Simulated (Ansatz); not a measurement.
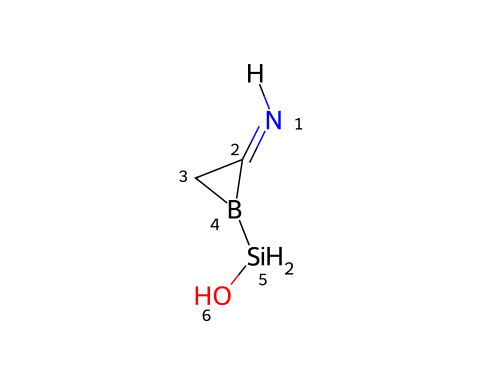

Skeletal drawing with numbered atoms; wedges and dashes mark any stereocentres. The configuration is that of a computed structure (PBE-D4/def2-SVP).

Give the R/S and E/Z labels.

N1=C2: Z.

Give a SMILES with the stereochemistry.

[H]/N=C1\CB1[SiH2]O
